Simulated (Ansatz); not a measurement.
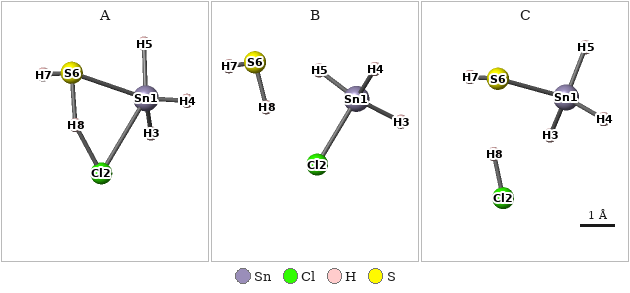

3 geometries from a converged minimum-energy path of SnH$_{5}$SCl, made up at the start of SnH₃Cl and H$_{2}$S, shuffled. A ball-and-stick model, seen at a tilt.

The calculation used RKS PBE-D4/def2-SVP in Ansatz 0.2.0. Settings: 5 movable images; climbing image; force threshold 0.03 eV/Å; iteration limit 60; starting path through a guess of the saddle point.

Which of them lies highest in energy?

A. In order along the path, whose images run from 0 to 6: B (image 0, 0.0 kcal/mol), A (image 2, +17.9 kcal/mol), C (image 6, +4.6 kcal/mol). Breaking: S6–H8 (1.37 → 1.54 at the top → 2.23 Å), Sn1–Cl2 (2.40 → 2.77 at the top → 3.79 Å). Forming: Cl2–H8 (2.54 → 1.70 at the top → 1.33 Å), Sn1–S6 (3.78 → 2.74 at the top → 2.48 Å).

Limits of the set-up: the start holds two separate molecules, 2.5 Å apart at their closest, whose relative position is a soft coordinate.

The run took 3.7 min on 2 threads of Arm Neoverse V1, with other jobs on the host, peak memory 0.13 GiB.
